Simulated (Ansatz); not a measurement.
```yaml
atoms:
  - { symbol: O, position_ang: [-2.0371, 0.2866, -0.1411] }
  - { symbol: C, position_ang: [-0.7274, 0.7390, -0.3735] }
  - { symbol: Sn, position_ang: [0.5559, -0.7260, 0.5729] }
  - { symbol: O, position_ang: [2.4597, -0.2388, 0.2192] }
  - { symbol: H, position_ang: [-2.6590, 0.9230, -0.5095] }
  - { symbol: H, position_ang: [-0.5183, 1.7276, 0.0782] }
  - { symbol: H, position_ang: [-0.4703, 0.8034, -1.4487] }
  - { symbol: H, position_ang: [0.2595, -2.2973, -0.0584] }
  - { symbol: H, position_ang: [0.4385, -0.6688, 2.2774] }
  - { symbol: H, position_ang: [2.7815, -0.5997, -0.6137] }
```

Core potentials replace the inner electrons of Sn.

These are results of RKS PBE0-D4/def2-SVP in Ansatz, not measurements.

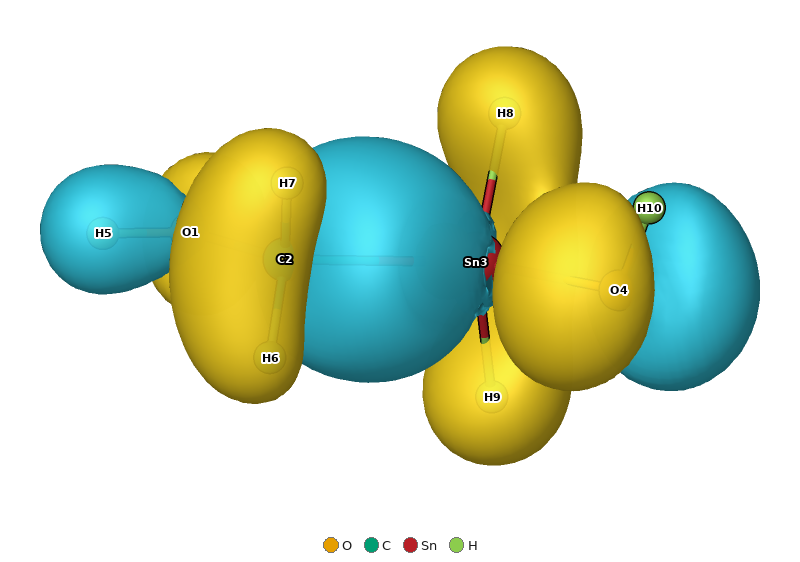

CH$_{6}$O$_{2}$Sn. The HOMO at ±0.08 Å⁻³ᐟ² (yellow and cyan are the two phases), seen from one side.

Where does this orbital lie, and at what energy?

Answer. It lies mainly on O4 (about 40 %), C2 (about 20 %), Sn3 (about 15 %) and O1 (about 10 %). Its energy is −7.41 eV.
